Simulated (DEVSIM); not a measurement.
Device: GaP n-p junction from an implanted or diffused profile, at 300 K.

```
layer (left to right)  material  thickness (μm)  Na (cm⁻³)  τn (s)  τp (s)
---------------------  --------  --------------  ---------  ------  ------
1                           GaP            47.0       1e15  1.2e-6  1.2e-6
```

Added donor profile: 4.1e18 cm⁻³ × exp(−(x − 0 μm)²/(2·(0.076 μm)²)). Left contact: ohmic. Right contact: ohmic. Voltage is applied to the left contact. Recombination: SRH at mid-gap, Auger. Mobility is μmin + (μ − μmin)/(1 + (N/Nref)^α).

Constants are typed, rounded textbook-type inputs, not results; the design itself was drawn at random and stands for no fabricated device. Values at 300 K.

| parameter | GaP |
|---|---|
| gap (eV) | 2.26 |
| affinity (eV) | 3.8 |
| permittivity | 11.1 |
| Nc (cm⁻³) | 1.8e19 |
| Nv (cm⁻³) | 1.9e19 |
| μn (cm²/Vs) | 250 |
| μp (cm²/Vs) | 150 |
| μn,min | 10 |
| μp,min | 10 |
| Nref,n | 4.4e18 |
| Nref,p | 1e18 |
| αn | 0.8 |
| αp | 0.85 |
| Cn (cm⁶/s) | 1e-30 |
| Cp (cm⁶/s) | 1e-30 |

Simulated with DEVSIM: 1D drift-diffusion, Boltzmann statistics, complete ionisation; no tunnelling, impact ionisation, image-force lowering or self-heating.

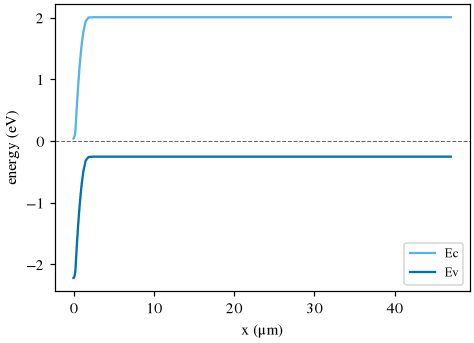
Fig. 1. Band edges at zero bias

Energies count from the Fermi level of the right contact; mesh points crowd at the junctions.

| x (μm) | Ec (eV) | Ev (eV) | n (cm⁻³) | p (cm⁻³) | field (V/cm) |
|---|---|---|---|---|---|
| 0.000 | 0.038 | -2.222 | 4.1e18 | < 1e2 | 91 |
| 0.02250 | 0.039 | -2.221 | 3.9e18 | < 1e2 | 1000 |
| 0.05630 | 0.045 | -2.215 | 3.1e18 | < 1e2 | 2500 |
| 0.1021 | 0.062 | -2.198 | 1.7e18 | < 1e2 | 4600 |
| 0.1778 | 0.109 | -2.151 | 2.6e17 | < 1e2 | 8200 |
| 0.2371 | 0.178 | -2.082 | 1.8e16 | < 1e2 | 17000 |
| 0.2949 | 0.299 | -1.961 | 1.7e14 | < 1e2 | 23000 |
| 0.3789 | 0.488 | -1.772 | 1.1e11 | < 1e2 | 22000 |
| 0.5188 | 0.781 | -1.479 | 1400000 | < 1e2 | 20000 |
| 0.8155 | 1.296 | -0.964 | < 1e2 | 1200 | 15000 |
| 1.516 | 1.942 | -0.318 | < 1e2 | 8.8e13 | 3600 |
| 3.918 | 2.005 | -0.255 | < 1e2 | 1.0e15 | ≈ 0 |
| 8.267 | 2.005 | -0.255 | < 1e2 | 1.0e15 | ≈ 0 |
| 18.54 | 2.005 | -0.255 | < 1e2 | 1.0e15 | ≈ 0 |
| 36.62 | 2.005 | -0.255 | < 1e2 | 1.0e15 | ≈ 0 |
| 42.23 | 2.005 | -0.255 | < 1e2 | 1.0e15 | ≈ 0 |
| 44.90 | 2.005 | -0.255 | < 1e2 | 1.0e15 | ≈ 0 |
| 46.05 | 2.005 | -0.255 | < 1e2 | 1.0e15 | ≈ 0 |
| 46.69 | 2.005 | -0.255 | < 1e2 | 1.0e15 | ≈ 0 |
| 46.87 | 2.005 | -0.255 | < 1e2 | 1.0e15 | ≈ 0 |
| 46.95 | 2.005 | -0.255 | < 1e2 | 1.0e15 | ≈ 0 |
| 47.00 | 2.005 | -0.255 | < 1e2 | 1.0e15 | ≈ 0 |
